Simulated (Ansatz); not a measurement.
Start from Ge in the diamond structure (space group Fd-3m, No. 227; a = 5.6744 Å).

It is then changed as follows: the cell is scaled by 0.9800 in all directions, atoms relaxed at fixed cell.

Method: Kohn–Sham DFT with the r2SCAN functional, run in Ansatz (a quantum-chemistry and plane-wave program) with PAW and 500 eV plane waves, spin-orbit coupling left out.

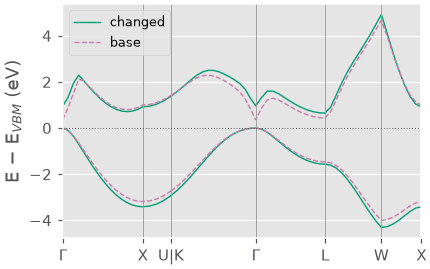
Figure: Highest valence and lowest conduction band along the path, each from its own valence-band maximum

Task: Read the changed gap and its character from the plot.

Result: About 0.6 eV, indirect, Γ → L.

The cells carry an imposed strain or load. Whether these cells are dynamically stable was not tested. The real Ge has an indirect gap at ambient pressure; r2SCAN orders its close-lying valleys differently.
